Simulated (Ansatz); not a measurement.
# GaH₂O radical (SMILES [OH][GaH]): functionals against CCSD(T) at one geometry

A test off equilibrium: a structure displaced at random from a GFN2-xTB minimum is computed at several levels, and each is set against CCSD(T).

Computed with Ansatz 0.2.0, Gaussian basis. Level: single points in def2-TZVPP.

Cores are frozen in the correlated methods. Filled d shells of the heavier atoms are correlated. Orbitals are unrestricted.

**1. Starting geometry**

SMILES `[OH][GaH]`, 4 atoms, charge 0, spin multiplicity 2.

Atoms are counted from 1 here; the program's logs count them from 0.

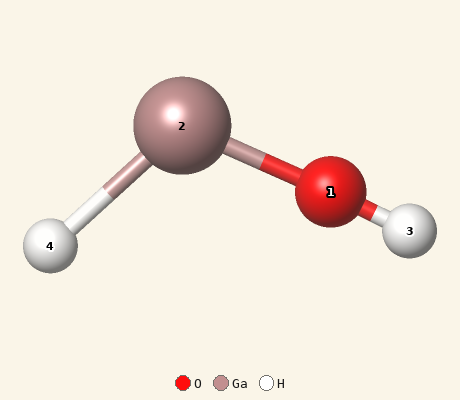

Start geometry, drawn with oxygen red, gallium pink, hydrogen white; atoms are numbered from 1 in the order of the file.

Geometry (Å):

```xyz
4
charge 0, multiplicity 2
O     0.0070   -0.9169    0.3335
Ga    0.7633    0.6803    0.1079
H    -0.4320   -1.7707    0.4293
H    -0.3317    1.9234   -0.9425
```

**2. CCSD(T)/def2-TZVPP**

Contents of run/in.yaml:

```yaml
crystal:
  periodic: [false, false, false]
  atoms:
    - {symbol: O, position_ang: [0.007000, -0.916900, 0.333500]}
    - {symbol: Ga, position_ang: [0.763300, 0.680300, 0.107900]}
    - {symbol: H, position_ang: [-0.432000, -1.770700, 0.429300]}
    - {symbol: H, position_ang: [-0.331700, 1.923400, -0.942500]}
basis:
  gaussian: {orbitals: def2-TZVPP}
magnetization: {spin_polarized: true, initial_magnetization: 1}
correlation: {method: ccsd_t}
scf: {omitted_lower_state_checks: [cluster_reference]}
output: {forces: true}
```

The command line of these runs was not kept.

Output, cut to the lines that bear on the results:

```text
Functional definition: HF
  name "HF"
  cite "Fock, Z. Phys. 61, 126 (1930) doi:10.1007/BF01340294"
  parent pbe
[...]
676 factors; integrals over basis functions are off by at most 8.3e-4 eV
[...]
mean field -54403.11955831 eV, -1999.2777680089 hartree, gradient 5.5e-6 eV, S^2 0.815391; 0 other end points of the search recorded, 0 dependent functions left out
10 core orbitals not correlated: weight in the atoms' cores, before any rotation towards them, 1.000 or more for the frozen orbitals, at most 0.000 for the correlated occupied ones
reference -54403.11955831 eV, -1999.2777680089 hartree; 11, 10 occupied and 86, 87 virtual orbitals, 676 factors
second order -12.19742753 eV of doubles, -0.00000000 eV of singles
cycle   1  -11.79209411 eV  change    4.1e-1 eV  update   1.1e-1
[...]
cycle  16  -12.35746328 eV  change   -2.0e-7 eV  update   7.4e-7
perturbative correction -0.48292921 eV, -0.0177473210 hartree
[...]
Total energy: -54415.95995079 eV, -1999.7496437291 hartree
Atom 0 at     0.007000    -0.916900     0.333500 Å, force    -0.091528    -0.174291     0.022130 eV/Å
Atom 1 at     0.763300     0.680300     0.107900 Å, force    -1.150445     0.392854    -0.752864 eV/Å
Atom 2 at    -0.432000    -1.770700     0.429300 Å, force     0.376730     0.725188    -0.084470 eV/Å
Atom 3 at    -0.331700     1.923400    -0.942500 Å, force     0.865243    -0.943752     0.815205 eV/Å
Dipole moment:     0.070197    -0.102489     0.073424 e Å
Checks for a lower state left out: cluster_reference
```

Wall time 48 s (4 threads, shared host); peak memory 1.3 GiB.

**3. PBE0-D4/def2-TZVPP**

run/in.yaml, as its differences from that of step 2:

```diff
@@ -10,4 +10,3 @@
 magnetization: {spin_polarized: true, initial_magnetization: 1}
-correlation: {method: ccsd_t}
-scf: {omitted_lower_state_checks: [cluster_reference]}
-output: {forces: true}
+hamiltonian: {xc: pbe0, dispersion: d4}
+output: {forces: true, orbitals: {seedname: orbitals}}
```

Output, cut to the lines that bear on the results:

```text
Functional definition: PBE0
  name "PBE0"
  cite "Adamo & Barone, J. Chem. Phys. 110, 6158 (1999) doi:10.1063/1.478522"
  cite "Perdew, Burke & Ernzerhof, Phys. Rev. Lett. 77, 3865 (1996) doi:10.1103/PhysRevLett.77.3865"
[... 1 set-up line as earlier in the session ...]
[...]
682 factors; their error is unknown
[...]
mean field -54448.23484127 eV, -2000.9357240776 hartree, gradient 5.3e-5 eV, S^2 0.767503; 0 other end points of the search recorded, 0 dependent functions left out
[...]
reference -54448.23486630 eV, -2000.9357249975 hartree; 21, 20 occupied and 86, 87 virtual orbitals, 682 factors
Total energy: -54448.27968127 eV, -2000.9373719173 hartree
Atom 0 at     0.007000    -0.916900     0.333500 Å, force    -0.138336    -0.204453     0.008628 eV/Å
Atom 1 at     0.763300     0.680300     0.107900 Å, force    -1.028628     0.342071    -0.669660 eV/Å
Atom 2 at    -0.432000    -1.770700     0.429300 Å, force     0.389450     0.721684    -0.075928 eV/Å
Atom 3 at    -0.331700     1.923400    -0.942500 Å, force     0.777514    -0.859302     0.736960 eV/Å
Dipole moment:     0.070719    -0.091940     0.069659 e Å
```

Wall time 0.95 s (4 threads, shared host); peak memory 0.2 GiB.

**4. wB97M-V/def2-TZVPP**

run/in.yaml, as its differences from that of step 3:

```diff
@@ -10,3 +10,3 @@
 magnetization: {spin_polarized: true, initial_magnetization: 1}
-hamiltonian: {xc: pbe0, dispersion: d4}
-output: {forces: true, orbitals: {seedname: orbitals}}
+hamiltonian: {xc: {name: wB97M-V}}
+output: {forces: true}
```

The log in run was not kept; the run's report gives a total energy of -54453.765523 eV.

It took 3.6 s on 4 threads, shared host; peak memory 0.31 GiB.

**5. r2SCAN-D4/def2-TZVPP**

run/in.yaml, as its differences from that of step 4:

```diff
@@ -10,3 +10,3 @@
 magnetization: {spin_polarized: true, initial_magnetization: 1}
-hamiltonian: {xc: {name: wB97M-V}}
+hamiltonian: {xc: r2scan, dispersion: d4}
 output: {forces: true}
```

Output, cut to the lines that bear on the results:

```text
Functional definition: r2SCAN
  name "r2SCAN"
  cite "Furness, Kaplan, Ning, Perdew & Sun, J. Phys. Chem. Lett. 11, 8208 (2020) doi:10.1021/acs.jpclett.0c02405"
  cite "Furness, Kaplan, Ning, Perdew & Sun, J. Phys. Chem. Lett. 11, 9248 (2020) doi:10.1021/acs.jpclett.0c03077"
  parent r2scan
[...]
637 factors; their error is unknown
[...]
mean field -54456.11387913 eV, -2001.2252733782 hartree, gradient 7.2e-5 eV, S^2 0.773928; 0 other end points of the search recorded, 0 dependent functions left out
[...]
reference -54456.11389196 eV, -2001.2252738498 hartree; 21, 20 occupied and 86, 87 virtual orbitals, 637 factors
Total energy: -54456.12548283 eV, -2001.2256998062 hartree
Atom 0 at     0.007000    -0.916900     0.333500 Å, force    -0.085315    -0.040715    -0.026720 eV/Å
Atom 1 at     0.763300     0.680300     0.107900 Å, force    -0.988512     0.302045    -0.633159 eV/Å
Atom 2 at    -0.432000    -1.770700     0.429300 Å, force     0.328312     0.584530    -0.055277 eV/Å
Atom 3 at    -0.331700     1.923400    -0.942500 Å, force     0.745514    -0.845859     0.715157 eV/Å
Dipole moment:     0.049396    -0.107687     0.064704 e Å
```

Wall time 1.9 s (4 threads, shared host); peak memory 0.16 GiB.

**6. PBE-D4/def2-TZVPP**

run/in.yaml, as its differences from that of step 5:

```diff
@@ -10,3 +10,3 @@
 magnetization: {spin_polarized: true, initial_magnetization: 1}
-hamiltonian: {xc: r2scan, dispersion: d4}
+hamiltonian: {xc: pbe, dispersion: d4}
 output: {forces: true}
```

The log in run was not kept; the run's report gives a total energy of -54447.376816 eV.

Run time: 0.7 s. Hardware: 4 threads, shared host; peak memory 0.13 GiB.

**7. revPBE-D4/def2-TZVPP**

run/in.yaml, as its differences from that of step 6:

```diff
@@ -10,3 +10,3 @@
 magnetization: {spin_polarized: true, initial_magnetization: 1}
-hamiltonian: {xc: pbe, dispersion: d4}
+hamiltonian: {xc: {name: revPBE}, dispersion: d4}
 output: {forces: true}
```

The log in run was not kept; the run's report gives a total energy of -54453.203224 eV.

Run time: 0.7 s. Hardware: 4 threads, shared host; peak memory 0.13 GiB.

**8. BLYP-D4/def2-TZVPP**

run/in.yaml, as its differences from that of step 7:

```diff
@@ -10,3 +10,3 @@
 magnetization: {spin_polarized: true, initial_magnetization: 1}
-hamiltonian: {xc: {name: revPBE}, dispersion: d4}
+hamiltonian: {xc: {name: BLYP}, dispersion: d4}
 output: {forces: true}
```

Output, cut to the lines that bear on the results:

```text
Functional definition: BLYP
  name "BLYP"
  cite "Becke, Phys. Rev. A 38, 3098 (1988) doi:10.1103/PhysRevA.38.3098"
  cite "Lee, Yang & Parr, Phys. Rev. B 37, 785 (1988) doi:10.1103/PhysRevB.37.785"
[...]
637 factors; their error is unknown
[...]
mean field -54459.22548583 eV, -2001.3396228154 hartree, gradient 3.4e-5 eV, S^2 0.757669; 0 other end points of the search recorded, 0 dependent functions left out
[...]
reference -54459.22575074 eV, -2001.3396325508 hartree; 21, 20 occupied and 86, 87 virtual orbitals, 637 factors
Total energy: -54459.34625252 eV, -2001.3440609094 hartree
Atom 0 at     0.007000    -0.916900     0.333500 Å, force    -0.223525    -0.268231    -0.006828 eV/Å
Atom 1 at     0.763300     0.680300     0.107900 Å, force    -0.393028     0.815493    -0.522570 eV/Å
Atom 2 at    -0.432000    -1.770700     0.429300 Å, force     0.088958     0.072603     0.014908 eV/Å
Atom 3 at    -0.331700     1.923400    -0.942500 Å, force     0.527596    -0.619865     0.514490 eV/Å
Dipole moment:     0.052782    -0.103710     0.064984 e Å
```

Run time: 0.75 s. Hardware: 4 threads, shared host; peak memory 0.13 GiB.

**9. Comparison**

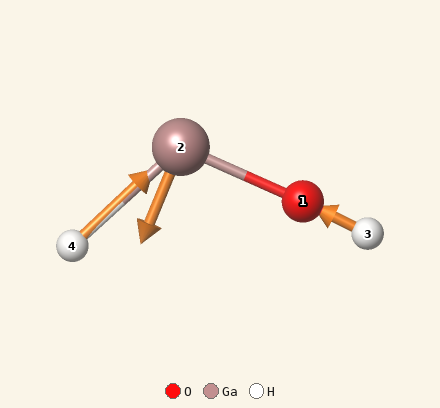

Forces at CCSD(T); the longest arrow is 1.52 eV/Å.

```
   method  RMS force component (eV/Å)  RMS error against CCSD(T) (eV/Å)  angle to CCSD(T) forces (°)  dipole (D)
  CCSD(T)                       0.650                         reference                    reference        0.69
  PBE0-D4                       0.595                             0.064                          3.1        0.65
  wB97M-V                       0.630                             0.060                          5.1        0.70
r2SCAN-D4                       0.556                             0.102                          4.1        0.65
   PBE-D4                       0.477                             0.263                         20.6        0.66
revPBE-D4                       0.455                             0.301                         24.4        0.71
  BLYP-D4                       0.424                             0.372                         32.7        0.64
```

Energy less the free neutral atoms in their ground states at the same level (atoms from separate runs):

Differences are taken before rounding.

```
      method                    rung  energy less atoms (kJ/mol)  from CCSD(T) (kJ/mol)
      PBE-D4                     GGA                      -998.0                  -49.2
   revPBE-D4                     GGA                      -966.9                  -18.0
     BLYP-D4                     GGA                      -989.2                  -40.3
   r2SCAN-D4                meta-GGA                      -991.4                  -42.5
     PBE0-D4                  hybrid                      -957.2                   -8.3
     wB97M-V  range-separated hybrid                      -969.0                  -20.1
Hartree-Fock            wavefunction                      -627.6                 +321.3
         MP2            wavefunction                      -967.6                  -18.7
        CCSD            wavefunction                      -929.2                  +19.7
     CCSD(T)            wavefunction                      -948.9                      0
```

Cost and force error (times from a shared host):

```
   method    time  RMS force error (eV/Å)
  CCSD(T)    48 s                       0
  PBE0-D4  0.95 s                   0.064
  wB97M-V   3.6 s                   0.060
r2SCAN-D4   1.9 s                   0.102
   PBE-D4   0.7 s                   0.263
revPBE-D4   0.7 s                   0.301
  BLYP-D4  0.75 s                   0.372
```

**10. Outcome**

```
                                  quantity                                                                                             value
energy less free atoms, CCSD(T)/def2-TZVPP                                                                                     -948.9 kJ/mol
                       RMS force component                                                              0.424 to 0.650 eV/Å over the methods
                           RMS force error  PBE0-D4 0.064, wB97M-V 0.060, r2SCAN-D4 0.102, PBE-D4 0.263, revPBE-D4 0.301, BLYP-D4 0.372 eV/Å
                    HOMO and LUMO, PBE0-D4                                                                                -6.34 and -2.99 eV
                             T1 diagnostic                                                                                             0.020
```

In words: Against CCSD(T) the functionals' energies less atoms differ by -49.2 to -8.3 kJ/mol, PBE-D4 by -49.2 kJ/mol. CCSD(T) in triple zeta still lacks some correlation energy of the bonds, so part of these gaps is its own basis error and they don't rank the functionals. For forces wB97M-V does best and BLYP-D4 worst. Frozen-core CCSD(T) forces in triple zeta carry basis errors of their own, and this is one geometry, so small gaps rank nothing.
